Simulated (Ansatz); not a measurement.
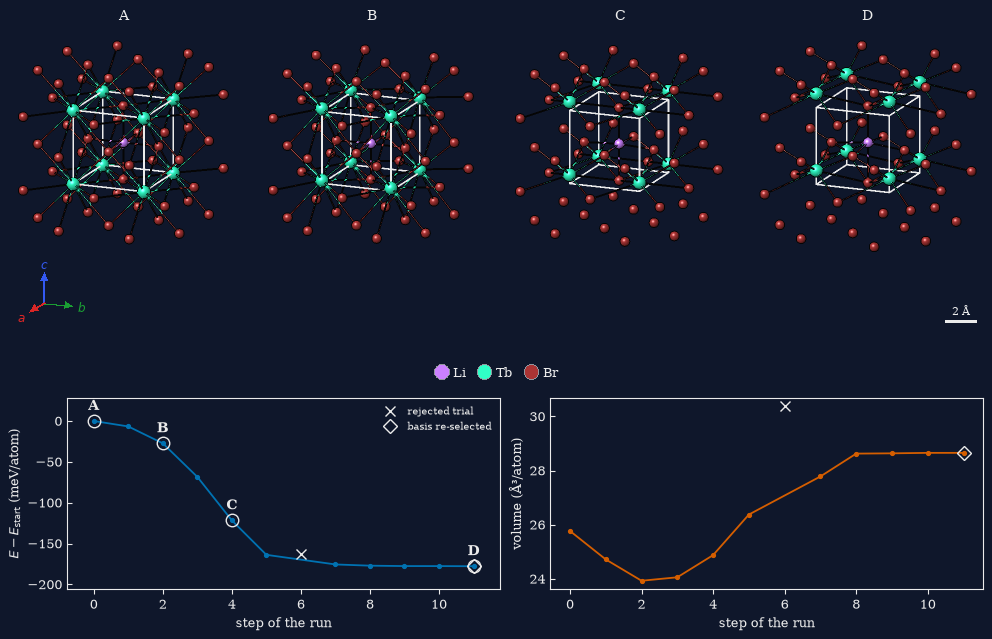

Frames of a relaxation of a crystal of LiTbBr3 (a generated structure, set up in P4mm), marked on the history of the run. A ball-and-stick model of the cell of the calculation, seen slightly off an axis.

All numbers below come from DFT PBE, scalar-relativistic, plane waves, PAW; 4f electrons in the core of a trivalent norm-conserving potential (Ansatz). (plane-wave cutoff 690 eV; k-point mesh 8 × 8 × 8; occupations gaussian; smearing width 0.1 eV; no spin polarisation; cell and atoms relaxed; force threshold 0.01 eV/Å; at most 80 steps)

Describe the path.

Answer. The Tb atom moves most relative to the cell: 0.97 Å along +c. Largest moves by element: Tb 0.97 Å, Br 0.34 Å, Li 0.09 Å. The drawn cell changes as follows: a = b 5.053 → 5.217 Å (+3.2 %), c 5.046 → 5.264 Å (+4.3 %); the volume changes by +11.2 %. Some distances before and after: Br–Tb 3.611 → 4.773 Å, Br–Tb 3.530 → 2.900 Å, Br–Tb 3.574 → 3.888 Å, Br–Li 2.523 → 2.748 Å. Bonds break, among them: Br–Tb (3.61 → 4.77 Å). Bond angles that change, for instance: Tb–Br–Tb 91.4° → 128.2°, Tb–Br–Tb 178.1° → 143.2°, Li–Br–Tb 90.9° → 108.4°. The space group stays P4mm (No. 99). The energy falls by 178 meV per atom in 9 accepted moves (11 points after the start). The largest force component goes from 0.14 to 0.0078 eV/Å. Pressure: −1.36 GPa at the start and 0.03 GPa at the end. The line search rejected the trial step at point 6 of the run. At 1 point the geometry stayed and the basis and grid were re-selected for the new cell (energy shift of 0.2 meV per atom at most each time). From step 0 to 2: the Tb atom moves most (0.22 Å), volume −7.1 %, energy −27.4 meV per atom. From step 2 to 4: the Tb atom moves most (0.39 Å), volume +4.0 %, energy −94.3 meV per atom. From step 4 to 11: the Tb atom moves most (0.32 Å), volume +15.2 %, energy −56.1 meV per atom.

Limits of the set-up: an odd number of electrons was run without spin polarisation, which fails if the electron would localise.
